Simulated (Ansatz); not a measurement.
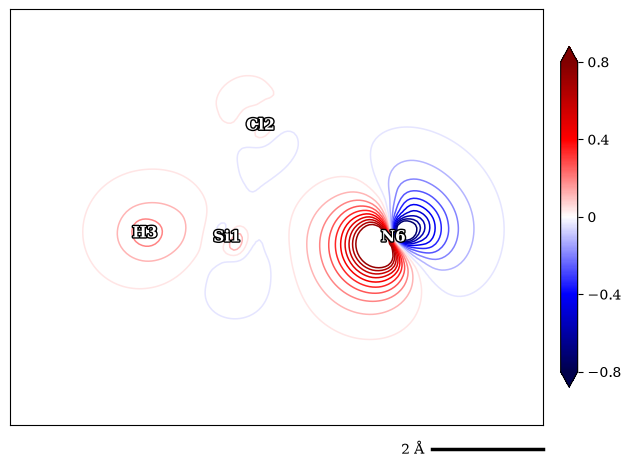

ClH$_{3}$Si···NH$_{3}$. The HOMO on the plane of atoms Cl2, Si1 and H3 (values in Å⁻³ᐟ²; the overall sign is arbitrary).

Not at a stationary point (largest force 0.7 eV/Å).

These are results of Ansatz, RKS PBE0-D4/def2-SVP, not measurements.

The calculation's input:

```
crystal:
  periodic: [false, false, false]
  atoms:
    - { symbol: Si, position_ang: [0.0, 0.0, 0.0] }
    - { symbol: Cl, position_ang: [0.0, 0.0, 2.48] }
    - { symbol: H, position_ang: [1.3768, 0.0, -0.4862] }
    - { symbol: H, position_ang: [-0.6877, 1.1914, -0.4862] }
    - { symbol: H, position_ang: [-0.6877, -1.1914, -0.4862] }
    - { symbol: "N", position_ang: [-2.0118, 0.0, 0.6685] }
    - { symbol: H, position_ang: [-2.7319, -0.6071, 0.1822] }
    - { symbol: H, position_ang: [-2.2977, 0.6071, 1.489] }
    - { symbol: H, position_ang: [-1.4105, 0.0, 1.8139] }
basis:
  gaussian: { orbitals: def2-SVP }
hamiltonian:
  xc: pbe0
  dispersion: d4
relax:
  f_tol: 0.15
  max_steps: 25
  restrain:
    - { distance: [0, 5], at: 3.02, k: 30.0 }
    - { distance: [8, 1], at: 2.57, k: 30.0 }
    - { distance: [0, 1], at: 2.13, k: 30.0 }
    - { distance: [8, 5], at: 1.06, k: 30.0 }
output:
  orbitals: {}
```

Launched as:

```sh
ansatz run input.yaml --threads 1 --pin off --max-ram 2048MiB --backend cpu --events-out ev --progress --plain --runs-dir out
```

The fields are those of the run's last geometry, not of the input's.

Q: Describe this orbital and give its energy.

A: Its weight (Hirshfeld) is mainly on N6 (about 70 %); largely a lone pair of N6. Its energy is −7.64 eV.
